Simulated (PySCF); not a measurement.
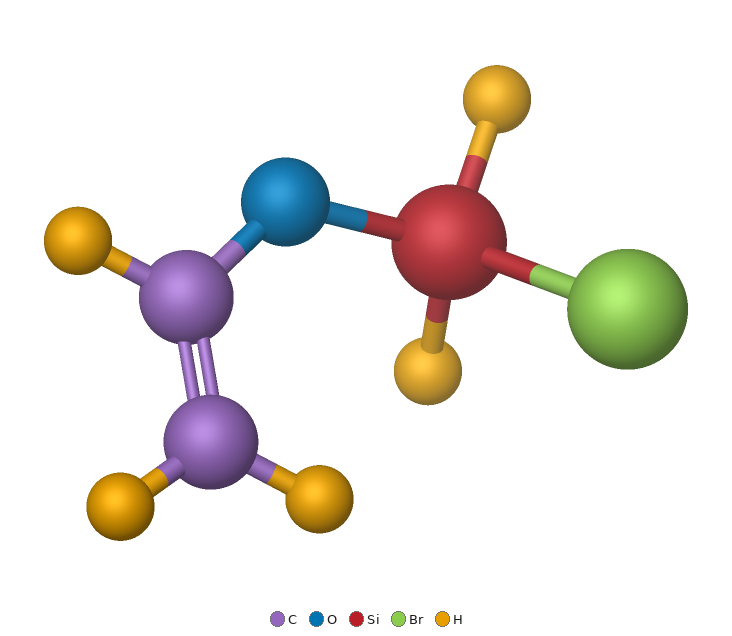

The geometry was computed by an optimisation with PBE0-D3(BJ)/def2-SVP. No frequency run is at hand to confirm it as a minimum.

Give the structural formula.

SMILES: C=CO[SiH2]Br

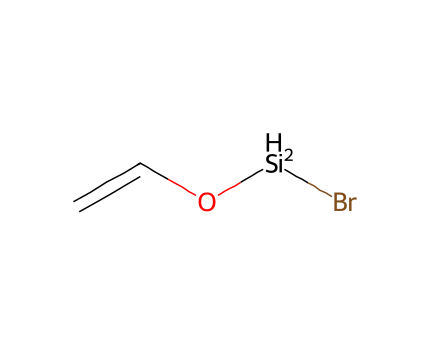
